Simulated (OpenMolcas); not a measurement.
# One shape, several levels: BH3O2 (SMILES OBO)

We compute a comparison of 6 runs (HF/def2-TZVP, B2PLYP/def2-TZVP, BHLYP/def2-TZVP, M06-2X/def2-TZVP, MP2/def2-TZVP, CCSD(T)/def2-TZVP) of BH3O2. 

Program for the calculation: OpenMolcas 26.06.

1 further run of the same task is left out (set aside as unsound or not needed).

### 1 Starting point

BH3O2: 6 atoms, total charge 0, spin state singlet. SMILES: `OBO`. The coordinates come from a PBE0-D4/def2-TZVP relaxation. This is one conformer, not always the lowest.

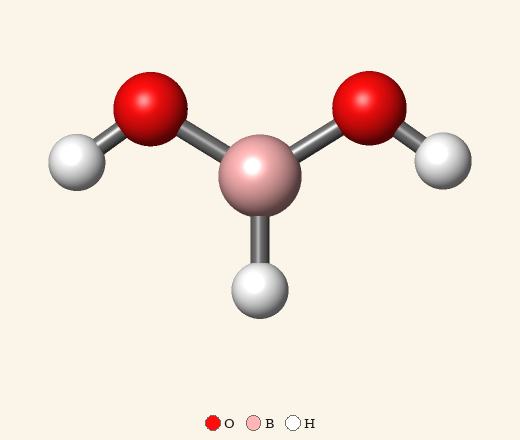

Viewed from a chosen angle; oxygen red, boron pink, hydrogen white.

### 2 Energy and gradient at HF/def2-TZVP (run 1)

Contents of mol.xyz:

```xyz
6

O     -1.176200    -0.524500    -0.251800
B      0.049500     0.028100    -0.072900
O      0.580600    -0.053800     1.172500
H     -1.494700    -0.433500    -1.150600
H      0.637800     0.565600    -0.976100
H      1.445200     0.354100     1.232800
```

Contents of mol.input:

```
&GATEWAY
  BasLib = $CurrDir
  Coord = mol.xyz
  Basis = def2-TZVP
  Group = NoSym

&SEWARD

&SCF
  Thresholds = 1e-10 1e-07 1e-07 1e-05
  PrOrbitals = 1

&ALASKA
```

The basis set def2-TZVP is read from a file made from the Basis Set Exchange's data (not shown).

On the command line:

```sh
$ export MOLCAS_MEM=1860
$ pymolcas mol.input > mol.log
```

What it wrote:

```text
--- Start Module: gateway ---
[...]
--- Stop Module: gateway /rc=_RC_ALL_IS_WELL_ ---
[...]
      Basis functions          111
[...]
--- Start Module: scf ---
[...]
       Convergence after  12 Iterations
[...]
::    Total SCF energy                               -176.3399140199
[...]
      Total spin, S                                     0.0000000000
[...]
      Total electronic charge=   24.000000
      Total            charge=   -0.000000
[...]
      Dipole Moment (debye):
      Origin of the operator (angstrom)=   -0.1823   -0.1836    0.2830
                   X=  1.2877E+00               Y=  1.1764E+00               Z= -1.9775E+00           Total=  2.6368E+00
      Quadrupole Moment (debye*angstrom):
[...]
--- Stop Module: scf /rc=_RC_ALL_IS_WELL_ ---
[...]
--- Start Module: alaska ---
[...]
 *              Molecular gradients               *
 **************************************************
  Irreducible representation: a
 ------------------------------------------------------------------------------------------
                              X                       Y                       Z
 ------------------------------------------------------------------------------------------
  O1               -1.68993599954526E-03   -6.52023256002376E-03    2.06851872643719E-02
  B2                4.59517780413421E-03    4.19385492720226E-03   -7.09167061696814E-03
  O3               -1.70972592870307E-02   -1.06449521106244E-02    8.20130329436886E-03
  H4               -4.83587773795757E-03    2.74588101710063E-03   -1.86004962303792E-02
  H5                1.68298365389097E-03    1.54123713747012E-03   -2.57844571520272E-03
  H6                1.73449115665716E-02    8.68421158887922E-03   -6.15877996222647E-04
 ------------------------------------------------------------------------------------------
[...]
```

Wall time 17 s (1 thread of Intel Xeon 6975P-C (Granite Rapids), shared host); peak memory 0.66 GiB.

### 3 A single-point energy at B2PLYP/def2-TZVP (run 2)

Contents of test.inp:

```
* BH3O2 Kohn-Sham DFT

&GATEWAY
  BasLib
  $CurrDir
  Coord
  6
  angstrom
  O       -1.176200      -0.524500      -0.251800
  B        0.049500       0.028100      -0.072900
  O        0.580600      -0.053800       1.172500
  H       -1.494700      -0.433500      -1.150600
  H        0.637800       0.565600      -0.976100
  H        1.445200       0.354100       1.232800
  Basis
  def2-TZVP
  Group
  NoSym

&SEWARD
  GridInput
  Grid=UltraFine
  End of Grid

&SCF
  KSDFT
  B2PLYP_SCF
  Thresholds
  1e-10 1e-07 1e-07 1e-05
  PrOrbitals
  1

&MBPT2
  Frozen
  3
```

The basis set def2-TZVP is read from a file made from the Basis Set Exchange's data (not shown).

On the command line:

```sh
$ export MOLCAS_MEM=1860
$ pymolcas test.inp > test.log
```

What it wrote:

```text
--- Start Module: gateway ---
[...]
--- Stop Module: gateway /rc=_RC_ALL_IS_WELL_ ---
[...]
      Basis functions          111
[...]
--- Start Module: scf ---
[...]
       Convergence after  12 Iterations
[...]
::    Total KS-DFT energy                            -176.9698167680
[...]
      Total spin, S                                     0.0000000000
[...]
      Total electronic charge=   24.000000
      Total            charge=   -0.000000
[...]
      Dipole Moment (debye):
      Origin of the operator (angstrom)=   -0.1823   -0.1836    0.2830
                   X=  1.2047E+00               Y=  1.1006E+00               Z= -1.8501E+00           Total=  2.4669E+00
      Quadrupole Moment (debye*angstrom):
[...]
--- Stop Module: scf /rc=_RC_ALL_IS_WELL_ ---
[...]
--- Start Module: mbpt2 ---
[...]
 ###    WARNING: MP2 implementation intended for RHF references only         ###
 ###############################################################################
MBPT2 WARNING: Reference function according to RunFile:KS-DFT
I'll assume you know what you're doing and continue
WARNING!
Default frozen orbitals as non valence orbitals is overwritten by user input.
Default values:   3
[...]
       Reference weight ( Cref**2 )         =        0.82075
::    Total MBPT2 energy                             -177.6592624355
[...]
      Total MBPT2 calculations                           0.45      0.50
--- Stop Module: mbpt2 /rc=_RC_ALL_IS_WELL_ ---
[...]
```

Run time: 23 s. Hardware: 1 thread of Intel Xeon 6975P-C (Granite Rapids), shared host; peak memory 0.66 GiB.

Run 3 isn't shown in full; the table further down has it.

### 4 Energy and gradient at M06-2X/def2-TZVP (run 4)

Contents of test.inp:

```
&GATEWAY
  BasLib=$CurrDir
  Coord
  6
  angstrom
  O       -1.176200      -0.524500      -0.251800
  B        0.049500       0.028100      -0.072900
  O        0.580600      -0.053800       1.172500
  H       -1.494700      -0.433500      -1.150600
  H        0.637800       0.565600      -0.976100
  H        1.445200       0.354100       1.232800
  Basis=def2-TZVP
  Group=NoSym

&SEWARD
  GridInput
  Grid=UltraFine
  End of Grid

&SCF
  KSDFT=M062X
  Thresholds=1e-10 1e-07 1e-07 1e-05
  PrOrbitals=1 1

&ALASKA
```

The basis set def2-TZVP is read from a file made from the Basis Set Exchange's data (not shown).

On the command line:

```sh
$ export MOLCAS_MEM=1860
$ pymolcas test.inp > test.log
```

What it wrote:

```text
--- Start Module: gateway ---
[...]
--- Stop Module: gateway /rc=_RC_ALL_IS_WELL_ ---
[...]
      Basis functions          111
[...]
--- Start Module: scf ---
[...]
       Convergence after  12 Iterations
[...]
::    Total KS-DFT energy                            -177.2129640839
[...]
      Total spin, S                                     0.0000000000
[...]
      Total electronic charge=   24.000000
      Total            charge=   -0.000000
[...]
      Dipole Moment (debye):
      Origin of the operator (angstrom)=   -0.1823   -0.1836    0.2830
                   X=  1.1869E+00               Y=  1.0843E+00               Z= -1.8227E+00           Total=  2.4304E+00
      Quadrupole Moment (debye*angstrom):
[...]
--- Stop Module: scf /rc=_RC_ALL_IS_WELL_ ---
[...]
--- Start Module: alaska ---
[...]
 *              Molecular gradients               *
 **************************************************
  Irreducible representation: a
 ------------------------------------------------------------------------------------------
                              X                       Y                       Z
 ------------------------------------------------------------------------------------------
  O1               -4.33019214186814E-04   -3.95615167226637E-04    6.73318467493189E-04
  B2               -8.53359408473420E-04   -7.81740556385024E-04    1.27426336084469E-03
  O3               -4.25309577006594E-04   -3.91996637108205E-04    6.85204565687769E-04
  H4                1.11128681579853E-03    3.46105008495065E-04    7.27867177789943E-04
  H5                1.56995841500263E-03    1.43749425589146E-03   -2.40533901053430E-03
  H6               -9.69557031130996E-04   -2.14246903686544E-04   -9.55314561298382E-04
 ------------------------------------------------------------------------------------------
[...]
```

It took 35 s on 1 thread of Intel Xeon 6975P-C (Granite Rapids), shared host; peak memory 0.66 GiB.

Run 5 isn't shown in full; the table further down has it.

### 5 The energy at CCSD(T)/def2-TZVP (Cholesky decomposition) (run 6)

mol.xyz is that of step 2.

Contents of job.input:

```
>>> EXPORT MOLCAS_PRINT=2

&GATEWAY
  BasLib=$CurrDir
  Coord=mol.xyz
  Basis=def2-TZVP
  Group=NoSym

&SEWARD
  High

&SCF
  Thresholds=1e-10 1e-07 1e-07 1e-05
  PrOrbitals=1 1

&CHCC
  Frozen=3
  Threshold=1e-08
  MaxIterations=80

&CHT3
  Frozen=3
```

The basis set def2-TZVP is read from a file made from the Basis Set Exchange's data (not shown).

On the command line:

```sh
$ export MOLCAS_MEM=1860
$ pymolcas job.input > job.log
```

What it wrote:

```text
--- Start Module: gateway ---
[...]
--- Stop Module: gateway /rc=_RC_ALL_IS_WELL_ ---
[...]
      Basis functions          111
[...]
       Convergence after  12 Iterations
[...]
::    Total SCF energy                               -176.3399140164
[...]
      Total spin, S                                     0.0000000000
[...]
      Total electronic charge=   24.000000
      Total            charge=   -0.000000
[...]
      Dipole Moment (debye):
      Origin of the operator (angstrom)=   -0.1823   -0.1836    0.2830
                   X=  1.2877E+00               Y=  1.1764E+00               Z= -1.9775E+00           Total=  2.6368E+00
      Quadrupole Moment (debye*angstrom):
[...]
--- Start Module: chcc ---
[...]
--- Stop Module: chcc /rc=_RC_ALL_IS_WELL_ ---
[...]
--- Start Module: cht3 ---
[...]
--- Stop Module: cht3 /rc=_RC_ALL_IS_WELL_ ---
[...]
```

Run time: 7.2 min. Hardware: 1 thread of Intel Xeon 6975P-C (Granite Rapids), shared host; peak memory 0.25 GiB.

### 6 Overview of the runs

```
run                                       level      task  frozen core orbitals  energy (Eh)  dipole moment (D) of the reference  HOMO energy (eV)  LUMO energy (eV)  wall time
  1                                HF/def2-TZVP  gradient                     –  -176.339914                                2.64            -13.23              3.31       17 s
  2                            B2PLYP/def2-TZVP    energy                     3  -177.155967                                2.47            -10.72              1.72       23 s
  3                             BHLYP/def2-TZVP  gradient                     –  -177.195073                                2.47            -10.75              1.46       29 s
  4                            M06-2X/def2-TZVP  gradient                     –  -177.212964                                2.43            -10.71              1.41       35 s
  5                               MP2/def2-TZVP    energy                     3  -176.914551                                2.64            -13.23              3.31       12 s
  6  CCSD(T)/def2-TZVP (Cholesky decomposition)    energy                     3  -176.948328                                2.64            -13.23              3.31    7.2 min
```

### 7 Results

```
                                          quantity          value
                               run 6: total energy  -176.94833 Eh
         run 6: dipole moment (mean-field density)         2.64 D
        run 6: HOMO energy (Hartree–Fock orbitals)      -13.23 eV
        run 6: LUMO energy (Hartree–Fock orbitals)        3.31 eV
      run 6: HOMO–LUMO gap (Hartree–Fock orbitals)       16.54 eV
run 6: correlation energy (3 core orbitals frozen)     -608.4 mEh
                             run 6: (T) correction     -19.85 mEh
```

In words: Below the HF energy at the same shape and in the same basis (def2-TZVP): MP2 -574.6 mEh; CCSD(T) -608.4 mEh. Over runs 1, 2, 3, 4 the dipole moment (its size) runs from 2.43 D (M06-2X/def2-TZVP) to 2.64 D (HF/def2-TZVP). Over runs 1, 2, 3, 4 the HOMO–LUMO gap runs from 12.13 eV (M06-2X/def2-TZVP) to 16.54 eV (HF/def2-TZVP). Exact exchange widens orbital gaps. For B2PLYP the log adds the whole second-order term; the table takes 0.27 of it, as the functional is defined. Totals of different functionals can't be ranked against each other. All runs together took 9.2 min, the longest 7.2 min.
